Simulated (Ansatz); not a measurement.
**C2H7BrSi2: density, localisation and related maps**

The calculation's input:

```
crystal:
  periodic: [false, false, false]
  atoms:
    - { symbol: C, position_ang: [-1.5388, -0.9224, 0.2897] }
    - { symbol: Si, position_ang: [0.1708, -0.6783, 0.8279] }
    - { symbol: C, position_ang: [1.3384, -0.2734, -0.4163] }
    - { symbol: Si, position_ang: [0.9689, 1.3271, -0.9942] }
    - { symbol: Br, position_ang: [1.3269, 2.9373, 0.4473] }
    - { symbol: H, position_ang: [-2.1531, -1.4508, 1.0049] }
    - { symbol: H, position_ang: [-1.6175, -1.3925, -0.6809] }
    - { symbol: H, position_ang: [-2.051, 0.1062, 0.1671] }
    - { symbol: H, position_ang: [0.2744, 0.1397, 2.1178] }
    - { symbol: H, position_ang: [2.3973, -0.2942, 0.0047] }
    - { symbol: H, position_ang: [1.4055, -1.0188, -1.1811] }
    - { symbol: H, position_ang: [-0.4449, 1.465, -1.553] }
basis:
  gaussian: { orbitals: def2-SVP }
hamiltonian:
  xc: pbe0
  dispersion: d4
relax:
  f_tol: 0.015
  max_steps: 40
output:
  orbitals: {}
```

Run with:

```sh
ansatz run input.yaml --threads 2 --pin off --max-ram 3072MiB --backend cpu --events-out ev --progress --plain --runs-dir out
```

The fields are those of the run's last geometry, not of the input's.

Level of theory: Ansatz, RKS PBE0-D4/def2-SVP.

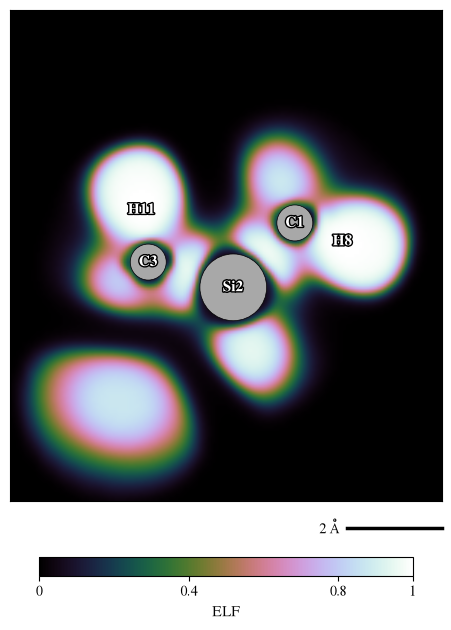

Figure 1. ELF on the plane of atoms Si2, C3 and H11. Grey discs cover the atomic cores.

Q: What do the fields say about this system?

A: Atoms in the plane: C, Si and H.
C–Si (1.86 Å): the ELF peaks at about 0.95 between the atoms (a shared electron pair).
C–H (1.10 Å): the ELF climbs to about 1 towards the hydrogen, as it does in any bond to H; a covalent bond by its length.
The ELF also peaks beside Br5, away from the bonds: lone-pair regions.

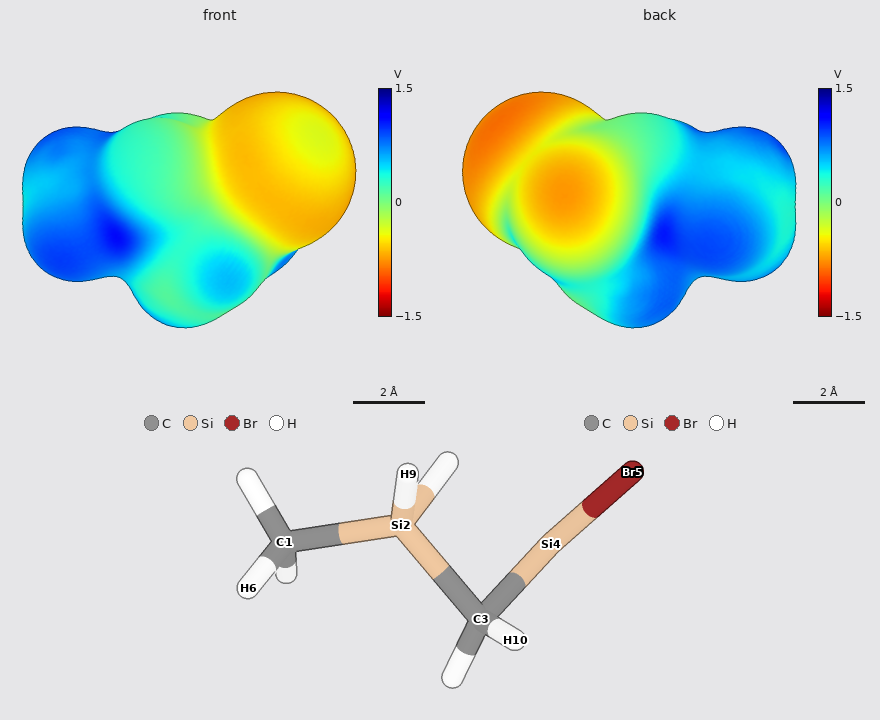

Figure 2. The molecular electrostatic potential painted on the density surface at 0.001 e/bohr³, seen from the front and from behind; red is negative and blue positive. The bare structure is drawn below in the same view.

Q: Where is the surface potential most negative and most positive?

A: The most negative region (about −0.9 V) lies over Br5, the most positive (about +1.0 V) over Si2 and Si4.

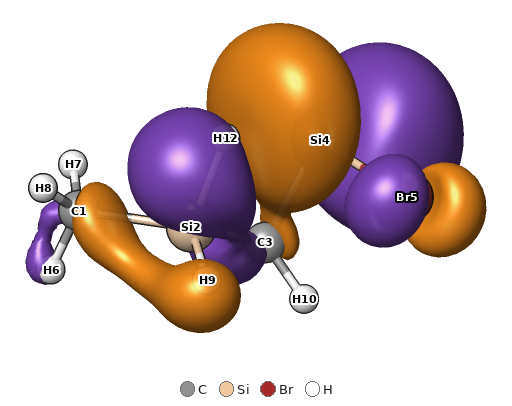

Figure 3. The LUMO at ±0.08 Å⁻³ᐟ² (orange and purple are the two phases), seen from one side.

Q: What is the character of this orbital?

A: It lies mainly on Si4 (about 60 %), Si2 (about 15 %), Br5 (about 10 %) and H12 (about 5 %). Its energy is −1.40 eV.
